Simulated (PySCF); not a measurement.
# PN (phosphorus nitride) at CCSDTQ/STO-6G

What is the energy change on altering one bond length of PN (phosphorus nitride) at CCSDTQ/STO-6G? 

The results are computed with PySCF 2.14.0.

14 further runs of the same task are left out: 4 that didn't finish, 10 set aside as unsound or not needed.

## (1) The system as given

PN has 2 atoms, charge 0, and is taken as a singlet. SMILES: `N#P`. The bond length is the measured one.

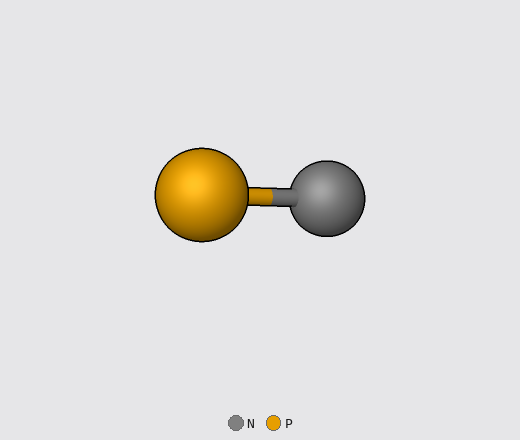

Viewed from a chosen angle; nitrogen grey, phosphorus amber.

## (2) The energy at CCSDTQ/STO-6G

run.py

```python
# phosphorous nitride
from pyscf import gto, scf, cc

mol = gto.M(
    atom='''
N      0.000000     0.000000     0.000000
P      0.000000     0.000000     1.490866
''',
    basis='sto-6g',
    verbose=4,
    spin=0,
    max_memory=1860,
)

calc0 = scf.RHF(mol)
calc0.conv_tol = 1e-10
calc0.kernel()
if not calc0.converged:
    calc0 = calc0.newton().run(calc0.mo_coeff, calc0.mo_occ)

mycc = cc.CCSDTQ(calc0, frozen=6)
mycc.kernel()
e_final = mycc.e_tot
print('E = %.10f Eh' % e_final)
```

Command:

```sh
$ OMP_NUM_THREADS=1 python run.py
```

The log of the run:

```text
PySCF version 2.14.0

[INPUT] num. atoms = 2
[INPUT] num. electrons = 22
[INPUT] charge = 0
[INPUT] spin (= nelec alpha-beta = 2S) = 0
[INPUT] symmetry False subgroup None
[INPUT] Mole.unit = angstrom
[INPUT] Symbol           X                Y                Z      unit          X                Y                Z       unit  Magmom
[INPUT]  1 N      0.000000000000   0.000000000000   0.000000000000 AA    0.000000000000   0.000000000000   0.000000000000 Bohr   0.0
[INPUT]  2 P      0.000000000000   0.000000000000   1.490866000000 AA    0.000000000000   0.000000000000   2.817328428426 Bohr   0.0

nuclear repulsion = 37.2693502612576
number of shells = 8
number of NR pGTOs = 84
number of NR cGTOs = 14
basis = sto-6g
ecp = {}

******** <class 'pyscf.scf.hf.RHF'> ********
method = RHF
initial guess = minao
damping factor = 0
level_shift factor = 0
DIIS = <class 'pyscf.scf.diis.CDIIS'>
diis_start_cycle = 1
diis_space = 8
diis_damp = 0
SCF conv_tol = 1e-10
SCF conv_tol_grad = None
SCF max_cycles = 50
direct_scf = True
direct_scf_tol = 1e-13
Set gradient conv threshold to 1e-05
Initial guess from minao.
init E= -393.542310178644
  HOMO = -0.27674135640296  LUMO = 0.0651473191933986  gap/eV = 9.30326
cycle= 1 E= -393.644558874303  delta_E= -0.102  |g|= 0.524  |ddm|=  2.4
  HOMO = -0.210958814396195  LUMO = 0.305654197338024  gap/eV = 14.05776
cycle= 2 E= -393.569641442862  delta_E= 0.0749  |g|= 0.757  |ddm|= 1.42
  HOMO = -0.313366610881463  LUMO = 0.250194638874608  gap/eV = 15.33528
cycle= 3 E= -393.742079469313  delta_E= -0.172  |g|= 0.0404  |ddm|=  0.8
  HOMO = -0.324416758027847  LUMO = 0.257645847217878  gap/eV = 15.83873
cycle= 4 E= -393.742807071407  delta_E= -0.000728  |g|= 0.0101  |ddm|= 0.0832
  HOMO = -0.321014545586781  LUMO = 0.254432761791194  gap/eV = 15.65872
cycle= 5 E= -393.742881468445  delta_E= -7.44e-05  |g|= 0.000975  |ddm|= 0.0389
  HOMO = -0.321661336143876  LUMO = 0.255085615286364  gap/eV = 15.69408
cycle= 6 E= -393.742882126391  delta_E= -6.58e-07  |g|= 5.39e-05  |ddm|= 0.00404
  HOMO = -0.321672187406533  LUMO = 0.255090527993014  gap/eV = 15.69451
cycle= 7 E= -393.742882127292  delta_E= -9.02e-10  |g|= 2.67e-06  |ddm|= 0.000109
  HOMO = -0.321671600451033  LUMO = 0.255090453894264  gap/eV = 15.69449
cycle= 8 E= -393.742882127295  delta_E= -2.96e-12  |g|= 5.4e-08  |ddm|= 7.84e-06
  HOMO = -0.321671721394474  LUMO = 0.255090566134166  gap/eV = 15.69450
Extra cycle  E= -393.742882127296  delta_E= -2.84e-13  |g|= 2.73e-08  |ddm|= 9.62e-08
converged SCF energy = -393.742882127296

******** <class 'pyscf.cc.rccsdtq.RCCSDTQ'> ********
RCCSDTQ nocc = 5, nmo = 8
Allocating only the i<=j<=k<=l part of the T4 amplitude in memory
frozen orbitals 6
max_cycle = 50
conv_tol = 1e-07
conv_tol_normt = 1e-06
diis with the T4 amplitude
diis_space = 6
diis_start_cycle = 0
diis_start_energy_diff = 1e+09
einsum_backend: numpy
_make_eris_incore_RCCSDTQ
blksize  4

WARN: A large `blksize` is being used, which may cause large memory consumption
      for storing contraction intermediates. If memory is sufficient, consider using
      `pyscf.cc.rccsdtq_highm.RCCSDTQ` instead.

Approximate memory usage estimate
    T4 memory                44.3 KB
    R4 memory                44.3 KB
    Symmetrized T4 memory    44.3 KB
    ERIs memory              32.0 KB
    T1-ERIs memory           32.0 KB
    Intermediates memory     31.6 KB
    Block workspace           324 KB
    T4 einsum buffer          324 KB
Total estimated memory        877 KB
Init t2, MP2 energy = -393.928912322593  E_corr(MP2) -0.186030195298
Init E_corr(RCCSDTQ) = -0.186030195297878
cycle =  1  E_corr(RCCSDTQ) = -0.154467568625  dE =  3.156262667260e-02  norm(d tamps) = 7.28870065e-02
cycle =  2  E_corr(RCCSDTQ) = -0.177018565139  dE = -2.255099651342e-02  norm(d tamps) = 5.57367890e-02
cycle =  3  E_corr(RCCSDTQ) = -0.171436944547  dE =  5.581620591795e-03  norm(d tamps) = 2.40371961e-02
cycle =  4  E_corr(RCCSDTQ) = -0.173849819832  dE = -2.412875284670e-03  norm(d tamps) = 1.35843249e-02
cycle =  5  E_corr(RCCSDTQ) = -0.175698118336  dE = -1.848298504656e-03  norm(d tamps) = 5.38972171e-03
cycle =  6  E_corr(RCCSDTQ) = -0.175439909687  dE =  2.582086487684e-04  norm(d tamps) = 1.19565536e-03
cycle =  7  E_corr(RCCSDTQ) = -0.175394494856  dE =  4.541483147719e-05  norm(d tamps) = 2.29396133e-04
cycle =  8  E_corr(RCCSDTQ) = -0.175408032893  dE = -1.353803717730e-05  norm(d tamps) = 9.25781480e-05
cycle =  9  E_corr(RCCSDTQ) = -0.175402705868  dE =  5.327025301594e-06  norm(d tamps) = 4.19924972e-05
cycle = 10  E_corr(RCCSDTQ) = -0.175398239397  dE =  4.466470594960e-06  norm(d tamps) = 1.49121059e-05
cycle = 11  E_corr(RCCSDTQ) = -0.175398755704  dE = -5.163065117941e-07  norm(d tamps) = 4.39806634e-06
cycle = 12  E_corr(RCCSDTQ) = -0.175399189672  dE = -4.339686221488e-07  norm(d tamps) = 2.33642378e-06
cycle = 13  E_corr(RCCSDTQ) = -0.175399226071  dE = -3.639886317353e-08  norm(d tamps) = 6.11449100e-07
RCCSDTQ converged
E(RCCSDTQ) = -393.9182813533669   E_corr = -0.1753992260712609
E_corr(same-spin) = -0.0282364866721516
E_corr(oppo-spin) = -0.147162739399109
E = -393.9182813534 Eh
```

Wall time 1.9 s (1 thread of Arm Neoverse V1, shared host); peak memory 0.1 GiB.

## (3) The distorted shape at the same level

input.py

```python
from pyscf import gto, cc

mol = gto.Mole()
mol.atom = '''
N      0.000000     0.000000    -0.298134
P      0.000000     0.000000     1.490866
'''
mol.max_memory = 1860
mol.spin = 0
mol.charge = 0
mol.verbose = 3
mol.basis = 'sto-6g'
mol.build()

mf = mol.RHF()
mf.conv_tol = 1e-10
mf.kernel()
if not mf.converged:
    mf = mf.newton().run(mf.mo_coeff, mf.mo_occ)

mycc = cc.CCSDTQ(mf, frozen=6)
mycc.kernel()
e_final = mycc.e_tot
print('E(%s) = %.9f' % ('CCSDTQ', e_final))
```

Command:

```sh
$ OMP_NUM_THREADS=1 python input.py
```

The log of the run:

```text
converged SCF energy = -393.618382321739
_make_eris_incore_RCCSDTQ

WARN: A large `blksize` is being used, which may cause large memory consumption
      for storing contraction intermediates. If memory is sufficient, consider using
      `pyscf.cc.rccsdtq_highm.RCCSDTQ` instead.

RCCSDTQ converged
E(RCCSDTQ) = -393.8760912715584   E_corr = -0.2577089498190989
E_corr(same-spin) = -0.0200801593485486
E_corr(oppo-spin) = -0.23762879047055
E(CCSDTQ) = -393.876091272
```

Wall time 2.5 s (1 thread of Arm Neoverse V1, shared host); peak memory 0.12 GiB.

## (4) Summary of results

At CCSDTQ/STO-6G, 6 core orbitals frozen:

| quantity | value |
| --- | --- |
| first shape: total energy | -393.91828 Eh |
| first shape: dipole moment (Hartree–Fock density) | 2.09 D |
| first shape: HOMO energy (Hartree–Fock orbitals) | -8.75 eV |
| first shape: LUMO energy (Hartree–Fock orbitals) | 6.94 eV |
| first shape: HOMO–LUMO gap (Hartree–Fock orbitals) | 15.69 eV |
| first shape: correlation energy (6 core orbitals frozen) | -175.4 mEh |
| first shape: T1 diagnostic | 0.006 |
| distorted shape: total energy | -393.87609 Eh |
| distorted shape: dipole moment (Hartree–Fock density) | 1.91 D |
| distorted shape: HOMO energy (Hartree–Fock orbitals) | -6.47 eV |
| distorted shape: LUMO energy (Hartree–Fock orbitals) | 5.20 eV |
| distorted shape: HOMO–LUMO gap (Hartree–Fock orbitals) | 11.67 eV |
| distorted shape: correlation energy (6 core orbitals frozen) | -257.7 mEh |
| distorted shape: T1 diagnostic | 0.008 |
| energy change with the N1–P2 bond stretched from 1.491 to 1.789 Å | 1.148 eV |

What this shows: With the N1–P2 bond stretched from 1.491 to 1.789 Å the energy rises by 1.15 eV (111 kJ/mol). The first shape isn't relaxed at this level, so the change isn't measured from a minimum. The minimal basis adds a large error of its own.
